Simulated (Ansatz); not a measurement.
A computed series for BeSe: pressure series

The parent structure is BeSe in the zinc blende structure (space group F-43m, No. 216).

Space group F-43m (No. 216); a = 5.1778 Å, b = 5.1778 Å, c = 5.1778 Å, α = 90.00°, β = 90.00°, γ = 90.00°

```json
[
 {"atom": "Se", "site": "4c", "symmetry": "-43m", "x": "0.2500", "y": "0.2500", "z": "0.2500"},
 {"atom": "Be", "site": "4a", "symmetry": "-43m", "x": "0.0000", "y": "0.0000", "z": "0.0000"}
]
```
(The calculation used a cell of 2 atoms; values per cell refer to that cell.)

Cell and atoms are relaxed at each pressure.

The values are results of plane-wave PAW DFT at the PBE level (Ansatz, a quantum-chemistry and plane-wave program, 420 eV), spin-orbit coupling left out, not measurements.

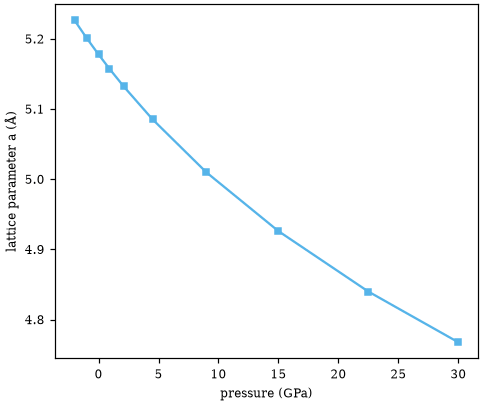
Lattice parameter a against pressure

**Question.** From the plot, what is the lattice parameter a for pressure 4.5 GPa?

**Answer.** About 5.09 Å.

**Question.** Is the trend monotonic over the range shown?

**Answer.** Yes, it falls throughout, spanning 4.768 Å to 5.226 Å.

Load acts through the strain it causes; cell and atoms are relaxed under it. No phonon test of stability was made. Competing high-pressure phases were not computed.
